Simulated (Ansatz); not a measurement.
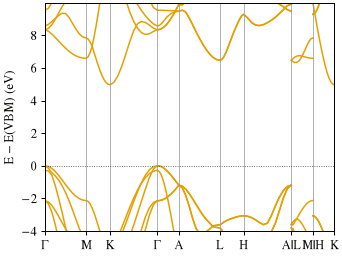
Figure: Band structure from PBEsol in the plane-wave PAW code Ansatz

### Question
Read off the gap and where the band edges lie.

### Answer
About 5.0 eV (4.96 eV by a search for the band edges); maximum at Γ, minimum at K.

The material is BN (wurtzite, P6_3mc).

Symmetry was held in the PBEsol relaxation.

Potentials: the later of the program's two PAW sets.
